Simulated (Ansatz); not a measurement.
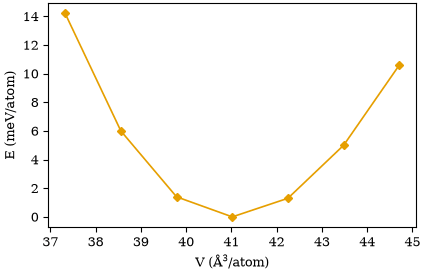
Ca (simple cubic, Pm-3m) under volume change, the program Ansatz at the PBEsol level (PAW), scaled uniformly.

### Question
What does a third-order Birch–Murnaghan fit give for V₀, B₀ and B′?

### Answer
V₀ = 41.03 Å³/atom, B₀ = 11.7 GPa, B′ = 3.5.

This is a known high-pressure phase of the composition, computed here at zero pressure and temperature. Symmetry was held in the PBEsol relaxation. At this level the phase is mechanically unstable.

Potentials: the later of the program's two PAW sets.
